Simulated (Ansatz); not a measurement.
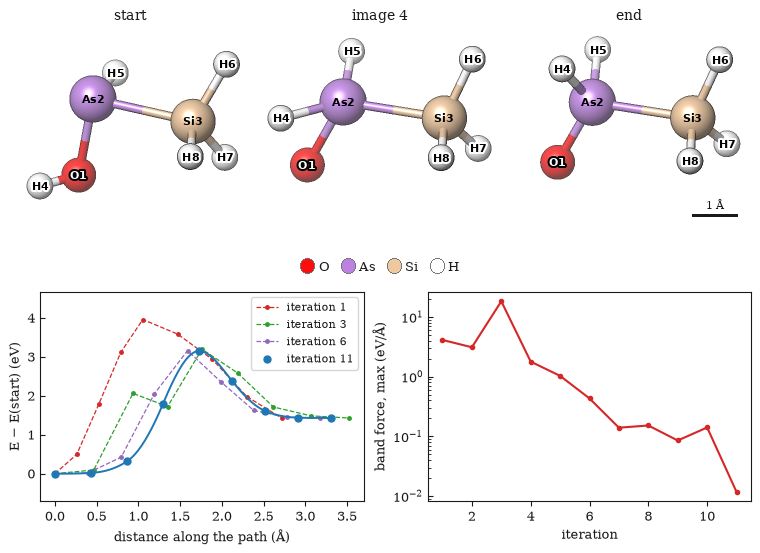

A search for the minimum-energy path of SiAsH₅O by the nudged elastic band. Images are numbered from 0 (start) to 8 (end). The plot follows the band through its iterations. The picture is a ball-and-stick view, seen at a tilt.

All numbers below come from Ansatz, RKS PBE/def2-SVP. Set-up: 7 movable images; climbing image; force threshold 0.05 eV/Å; iteration limit 60; starting path through a guess of the saddle point.

**Judge this run.**

The result is final at these settings. The band converged in 11 iterations. The largest component of the band force went from 4.1 to 0.012 eV/Å. The climbing image converged on the top of the path. Its vibrational analysis gives one imaginary mode (1267i cm⁻¹), as a transition state must have. The first iteration put the highest image at 3.96 eV. Forward barrier 3.15 eV, backward barrier 1.72 eV, with image 4 at the top; the reaction energy is +1.43 eV.

Cost: 40 s on 2 threads of AMD EPYC 9R45 96-Core Processor (Zen 5), on a shared host, peak memory 0.14 GiB.
